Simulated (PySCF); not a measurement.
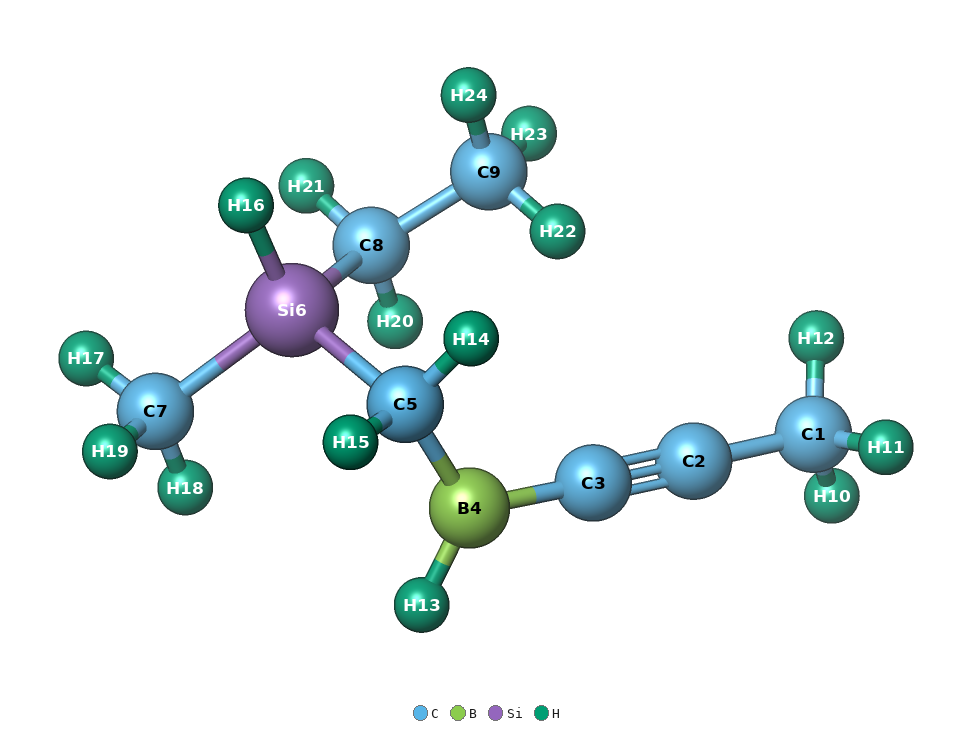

Computed geometry: GFN2-xTB optimisation. No frequency run is at hand to confirm it as a minimum. Electric field gradients from the ground-state density, PBE0/pcSseg-1 (PySCF 2.14.0), non-relativistic apart from any core potentials.

Give the largest field-gradient component, the quadrupole coupling constant and the asymmetry for 11B at B4 (Q = 40.59 mb), 2H at H10 (Q = 2.86 mb), 2H at H11 (Q = 2.86 mb), 2H at H12 (Q = 2.86 mb), 2H at H13 (Q = 2.86 mb).

```tsv
atom	V_zz (a.u.)	e²qQ/h (MHz)	η
B4	0.535	5.10	0.13
H10	0.307	0.206	0.02
H11	0.307	0.207	0.03
H12	0.306	0.206	0.02
H13	0.238	0.160	0.09
```

The geometry is semi-empirical. Around B, Si such bond lengths and angles can be off by a tenth of an ångström or more and by several degrees, and values that hang on the shape move with them.
